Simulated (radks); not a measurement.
## Run report: Ti, atomic calculation

System: atomic titanium (Ti) in the configuration [Ar] 3d2 4s1.5 4p0.5 (3d3/2: 2, 4p1/2: 0.5).
Method: Dirac Kohn-Sham, BLYP, spin-unpolarised, spherical densities, point nucleus (the in-house radial solver radks).

The program's output:
```
1s1/2   1   2.0000        -178.99269685
2s1/2   1   2.0000         -19.74817228
2p1/2   1   2.0000         -16.49185485
2p3/2   1   4.0000         -16.27943786
3s1/2   1   2.0000          -2.31484173
3p1/2   1   2.0000          -1.46025208
3p3/2   1   4.0000          -1.43591464
3d3/2   1   2.0000          -0.17607702
3d5/2   1   0.0000          -0.17435720
4s1/2   1   1.5000          -0.17446158
4p1/2   1   0.5000          -0.06124721
4p3/2   1   0.0000          -0.06018973
Etot -853.7879515425197
Ekin 862.1725449493607
Encl -2030.3075475385335
Eh 356.5400771699171
Exc -42.193026123263905
err 3.1501901175894865e-09
it 13
```

Orbitals:

| orbital | occupation | energy (eV) | ⟨r⟩ (bohr) | outer maximum (bohr) |
| --- | --- | --- | --- | --- |
| 1s | 2 | −4870.6 | 0.06958 | 0.0455 |
| 2s | 2 | −537.375 | 0.3249 | 0.269 |
| 2p1/2 | 2 | −448.766 | 0.2881 | 0.218 |
| 2p3/2 | 4 | −442.986 | 0.2908 | 0.220 |
| 3s | 2 | −62.990 | 1.007 | 0.869 |
| 3p1/2 | 2 | −39.735 | 1.081 | 0.896 |
| 3p3/2 | 4 | −39.073 | 1.089 | 0.903 |
| 3d3/2 | 2 | −4.791 | 1.592 | 0.976 |
| 4s | 1.5 | −4.747 | 3.457 | 2.85 |
| 3d5/2 | 0 | −4.745 | 1.598 | 0.978 |
| 4p1/2 | 0.5 | −1.667 | 4.812 | 3.76 |
| 4p3/2 | 0 | −1.638 | 4.851 | 3.79 |

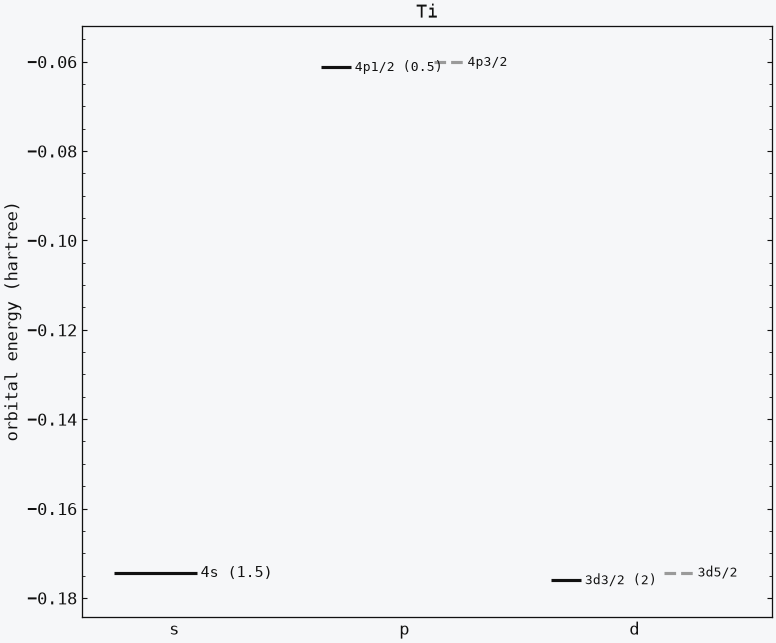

**Figure 1.** The outer levels are drawn by angular momentum (occupations in brackets, the lower j at the left of each column, empty levels dashed). The highest occupied level is 4p1/2 at −0.0612 hartree. From the top down the occupied levels run 4p1/2 (−0.0612 hartree), 4s (−0.174 hartree), 3d3/2 (−0.176 hartree). The lowest empty level drawn is 3d5/2 at −0.174 hartree, below the highest occupied one, so this filling isn't the aufbau one. Spin-orbit splittings: 4p 0.00106 hartree, 3d 0.00172 hartree. The order isn't aufbau: the empty 3d5/2 level lies under the highest occupied one.

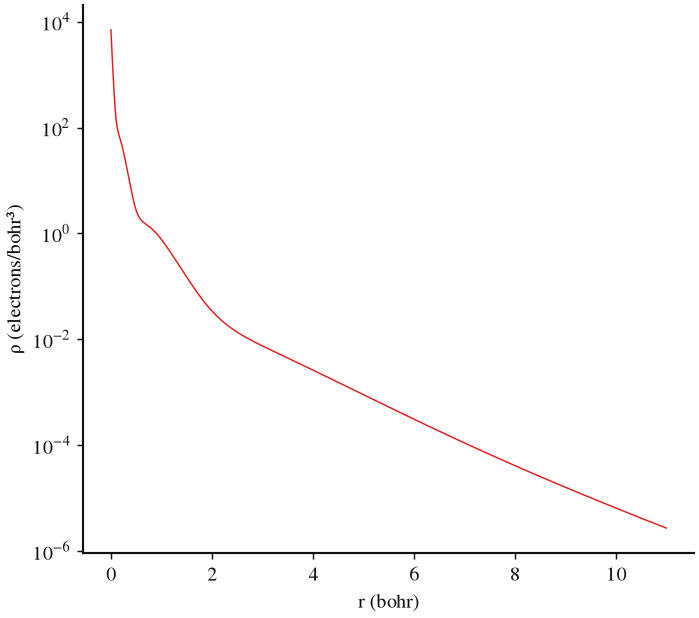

**Figure 2.** The electron density ρ(r) on a logarithmic scale. The density falls from 7000 electrons/bohr³ at the inner end (r = 0.0023 bohr) to 0.001 at r = 4.90 bohr, a common measure of the size of an atom or ion. The highest occupied orbital, 4p1/2 (⟨r⟩ = 4.81 bohr, −1.67 eV), is also the most diffuse and sets the fall-off far out: over the last part drawn ln ρ falls by 0.89 per bohr, against 2√(−2ε) = 0.70 for the pure exponential. The steps in the slope mark the shells; the radial density has its minima at 0.11 and 0.57 bohr.

Input:
```
Z 22
configuration [Ar] 3d2 4s1.5 4p0.5
relativity Dirac
functional b88,lyp
spin unpolarised
j_filling energy
nucleus point
c 137.035999084
```

Energies in input and log are in hartree, lengths in bohr.

Summary:

```
                       quantity                      value
                        outcome                  converged
                   total energy        −853.787952 hartree
                 kinetic energy         862.172545 hartree
        electron–nucleus energy         −2030.3075 hartree
                 Hartree energy         356.540077 hartree
    exchange–correlation energy         −42.193026 hartree
radius at density 0.001 e/bohr³                  4.90 bohr
                 SCF iterations                         13
                       hardware  1 CPU thread, shared host
```
